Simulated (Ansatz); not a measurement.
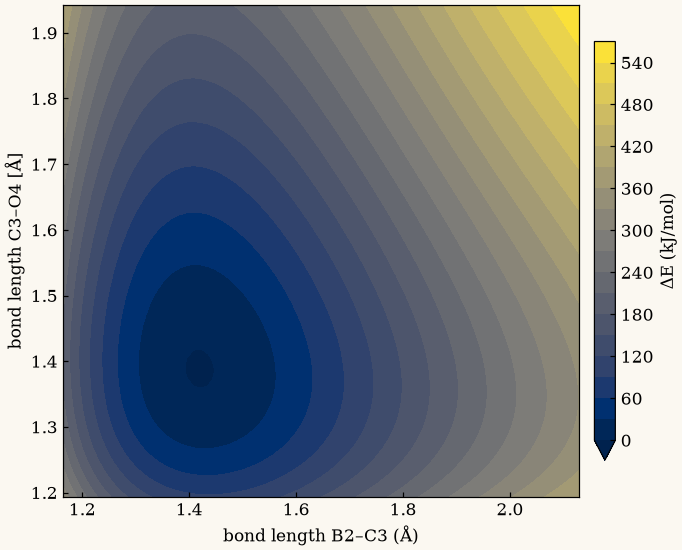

CH2BLiO, SMILES [Li][B]=CO. 
- First axis: bond length B2–C3. Second axis: bond length C3–O4.
- Nothing is relaxed (all other coordinates rigid).
- The scan uses a 15 × 15 grid.
- Points are written as (first, second).
- All energies are given in kJ/mol relative to the lowest grid point.
- The reference is spin-restricted, which grows unreliable where a bond is stretched far.
- The calculation used RKS B3LYP-D4/def2-TZVP (Ansatz 0.2.0).

In the figure: filled contours. Between grid points the surface is interpolated.

The lowest grid point is at (1.439 Å, 1.408 Å). It is the only kind of minimum in the scanned range. The highest grid point, (2.129 Å, 1.943 Å), lies 568 kJ/mol above the lowest. Round the minimum the two coordinates are weakly coupled (coupling 0.07 in units of the two stiffnesses).

The level of theory is changed to Ansatz, RHF/def2-TZVP; with it change the reference geometry, relaxed at the new level; the new grid has 15 × 15 points, laid about the new relaxed structure.

### What will the new map look like?

The minimum (interpolated where it lies between grid points) moves from about (1.419 Å, 1.388 Å) to about (1.413 Å, 1.370 Å). The curvature at the minimum changes from about 41 to 46 eV/Å² along bond length B2–C3 and from about 35 to 41 eV/Å² along bond length C3–O4.

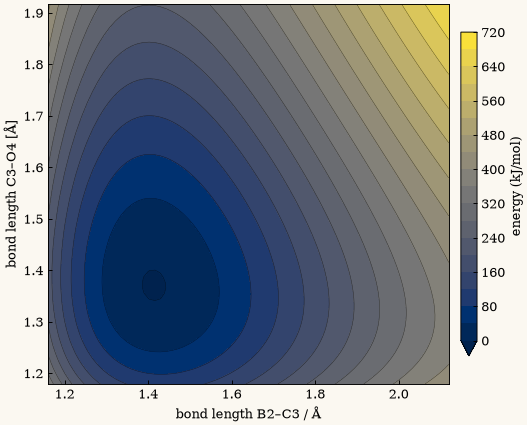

The map after the change, on a colour scale of its own. Drawn: filled contours. Between grid points the surface is interpolated.
